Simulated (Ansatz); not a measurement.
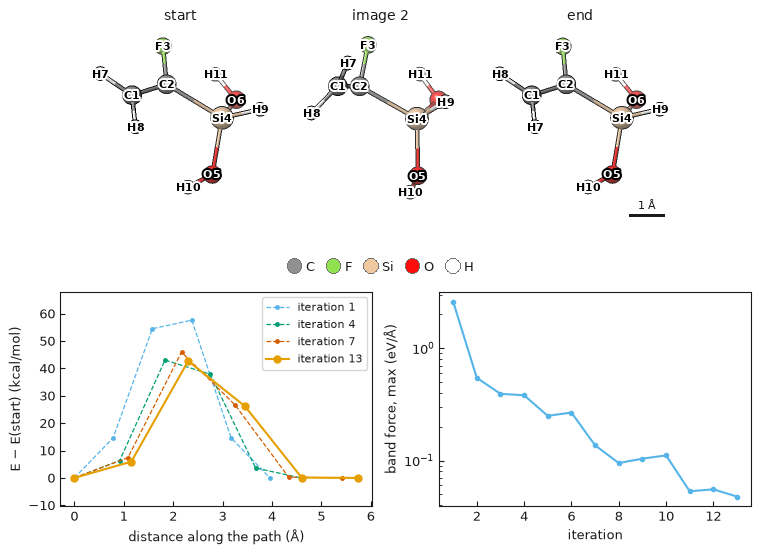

A search for the minimum-energy path of C₂H₅FO₂Si by the nudged elastic band. Images are numbered from 0 (start) to 5 (end). The plot follows the band through its iterations. Style: ball-and-stick. Shown at a tilt.

These are results of RKS LDA/def2-SVP in Ansatz 0.2.0, not measurements. Set-up: 4 movable images; no climbing image; force threshold 0.05 eV/Å; iteration limit 60; starting path by image-dependent pair potential.

### Judge this run.

The run is converged, with reservations. The band converged in 13 iterations. The largest component of the band force went from 2.6 to 0.048 eV/Å. No image climbed, so the highest image needn't lie on the saddle point, and the true maximum along this path can be higher. The first iteration put the highest image at 57.6 kcal/mol. The two ends have the same energy, and the highest point, image 2, lies 42.7 kcal/mol above the start.

The run took 41 s on 2 threads of INTEL(R) XEON(R) PLATINUM 8581C CPU @ 2.30GHz (Emerald Rapids), on a shared host, peak memory 0.18 GiB.
